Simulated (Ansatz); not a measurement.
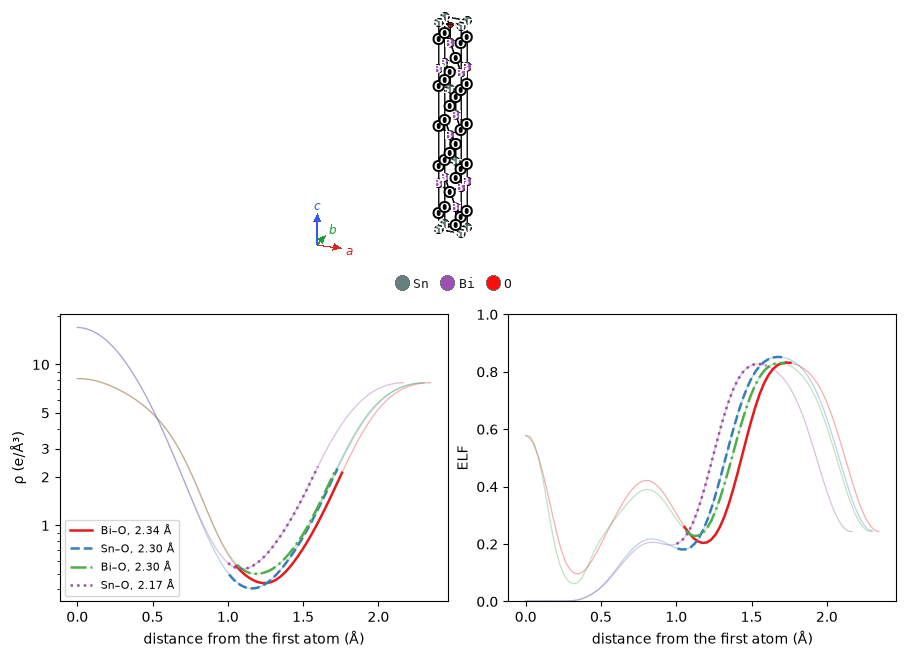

Figure 1: SnBi2O5. Valence pseudo-density and ELF along straight lines between neighbouring atoms. Thin, pale parts lie inside the atomic spheres. The structure is drawn too.

Space group R-3m; a generated structure, not necessarily the stable one.

Theory: DFT PBE, scalar-relativistic, plane waves, PAW in Ansatz 0.2.0.

The density is the valence pseudo-density of a PAW calculation; it isn't the true density close to the nuclei.

Compare the contacts.

Answer. Bi–O (2.34 Å): the density is about 0.45 e/Å³ at the midpoint; the ELF peaks at about 0.85 in the valence shell of O, 0.6 Å from its nucleus, and drops to about 0.20 between the two atoms; no shared electron pair shows on this line.
Sn–O (2.30 Å): the density is about 0.41 e/Å³ at the midpoint; the ELF peaks at about 0.85 in the valence shell of O, 0.6 Å from its nucleus, and is about 0.20 at the midpoint; no localised pair shows between them.
Bi–O (2.30 Å): ρ at the midpoint is about 0.5 e/Å³; the ELF peaks at about 0.85 in the valence shell of O, 0.6 Å from its nucleus, and drops to about 0.25 between the two atoms (no shared electron pair shows on this line).
Sn–O (2.17 Å): ρ is about 0.54 e/Å³ halfway; the ELF peaks at about 0.85 in the valence shell of O, 0.6 Å from its nucleus, and is about 0.25 at the midpoint (no shared electron pair shows on this line).
